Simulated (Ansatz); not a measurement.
**Fields on a plane of Bi2Pt (space group Pa-3)**

```
Bi2Pt
1.0
    6.67089     0.00000     0.00000
    0.00000     6.67089     0.00000
    0.00000     0.00000     6.67089
Bi Pt
8 4
Direct
  0.37026   0.37026   0.37026
  0.62974   0.62974   0.62974
  0.12974   0.62974   0.87026
  0.87026   0.37026   0.12974
  0.87026   0.12974   0.62974
  0.12974   0.87026   0.37026
  0.62974   0.87026   0.12974
  0.37026   0.12974   0.87026
  0.00000   0.00000   0.00000
  0.50000   0.00000   0.50000
  0.50000   0.50000   0.00000
  0.00000   0.50000   0.50000
```

The slice is a {100} plane (indices of the conventional cell) through the point (0.370, 0.130, 0.870) (fractional), spanned by u = [100] and v = [010] in vectors of this cell: u (6.67 Å) and v (6.67 Å, at 90° to u). It covers one period; positions are fractions (u, v).

Atoms on it: Bi at (0.76, 0.50); Bi at (0.00, 0.00). Other atoms lie within 1 Å of the plane.

Calculation: LDA (plane waves to 420 eV, PAW, scalar-relativistic; Ansatz, an electronic-structure program). k mesh 6×6×6. Near the nuclei the fields are pseudised (PAW); where an atom keeps semicore shells as valence, they peak there. Bi2Pt is run without spin polarisation. Bi2Pt was relaxed with its symmetry unable to fall. Spin-orbit coupling is left out, though Bi and Pt are heavy.

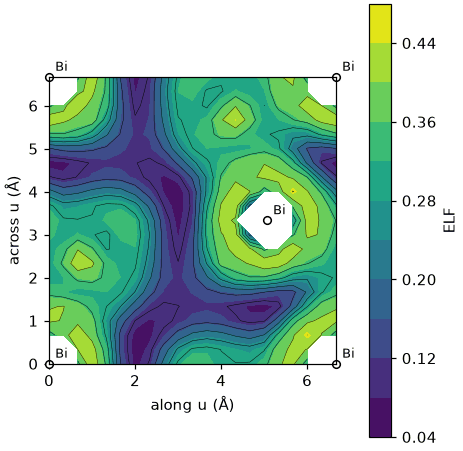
Electron localisation function (ELF), one period of the plane, atoms marked. Points within 0.5 Å of a nucleus are left white, as the pseudised field means little there.

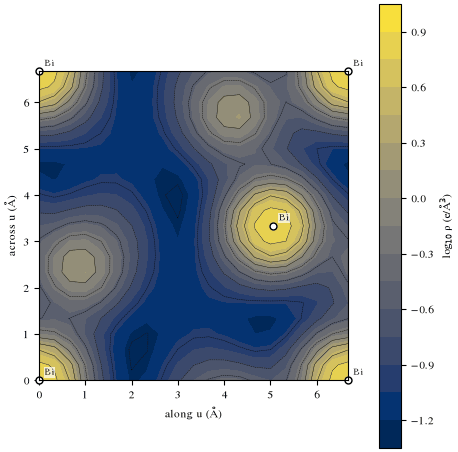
Fig. 1. Log₁₀ of the valence density in e/Å³, one period of the plane, atoms marked. The scale is logarithmic, as a density can span decades between atoms and voids.
